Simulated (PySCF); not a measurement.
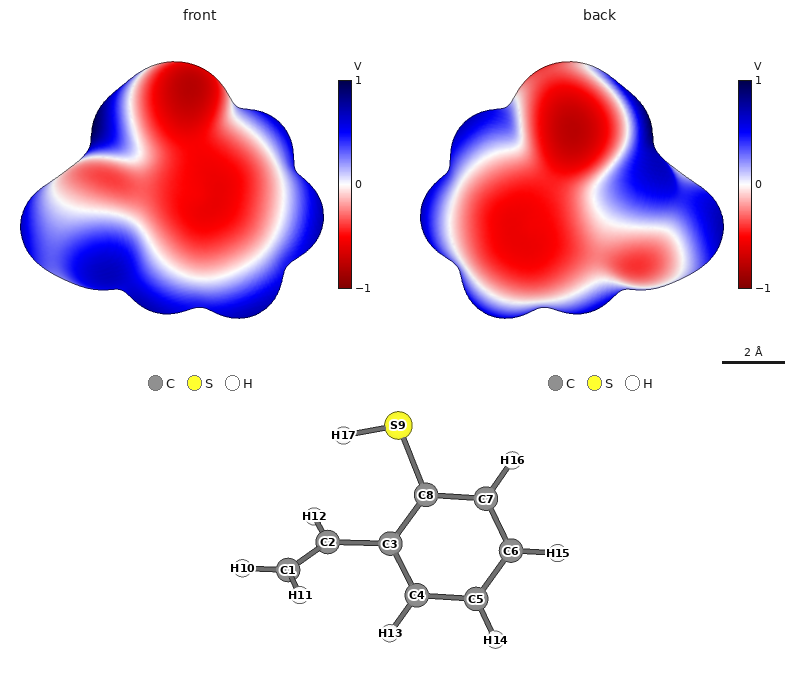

C8H8S (SMILES C=Cc1ccccc1S). The electrostatic potential painted on the density surface at 0.001 e/bohr³, seen from the front and from behind; red is negative and blue positive. The bare structure is drawn below in the same view.

Geometry: GFN2-xTB.

Level of theory: PySCF, PBE0/def2-SVPD, SCF density, gas phase.

```yaml
atoms:
  - { symbol: C, position_ang: [2.6592, 0.0774, -0.7352] }
  - { symbol: C, position_ang: [1.7349, 0.5099, 0.1107] }
  - { symbol: C, position_ang: [0.3385, 0.0730, 0.1062] }
  - { symbol: C, position_ang: [0.0244, -1.2595, -0.1578] }
  - { symbol: C, position_ang: [-1.2771, -1.7189, -0.1153] }
  - { symbol: C, position_ang: [-2.3060, -0.8458, 0.2007] }
  - { symbol: C, position_ang: [-2.0241, 0.4828, 0.4503] }
  - { symbol: C, position_ang: [-0.7161, 0.9455, 0.3974] }
  - { symbol: S, position_ang: [-0.4780, 2.6799, 0.6889] }
  - { symbol: H, position_ang: [3.6806, 0.4126, -0.6777] }
  - { symbol: H, position_ang: [2.4257, -0.6155, -1.5264] }
  - { symbol: H, position_ang: [2.0044, 1.2231, 0.8815] }
  - { symbol: H, position_ang: [0.8311, -1.9436, -0.3744] }
  - { symbol: H, position_ang: [-1.4883, -2.7579, -0.3190] }
  - { symbol: H, position_ang: [-3.3259, -1.1962, 0.2476] }
  - { symbol: H, position_ang: [-2.8161, 1.1786, 0.6838] }
  - { symbol: H, position_ang: [0.7259, 2.7666, 0.1288] }
```

Question: Which sites attract a positive test charge, and which a negative one?

Answer: A positive charge is drawn to the negative regions and a negative charge to the positive ones. The most negative region (about −0.8 V, or −18 kcal/mol for a unit charge) lies over S9, the most positive (about +0.9 V, or +21 kcal/mol for a unit charge) over H17.

Question: What dipole moment does the calculation give?

Answer: Its dipole moment is 1.23 D.
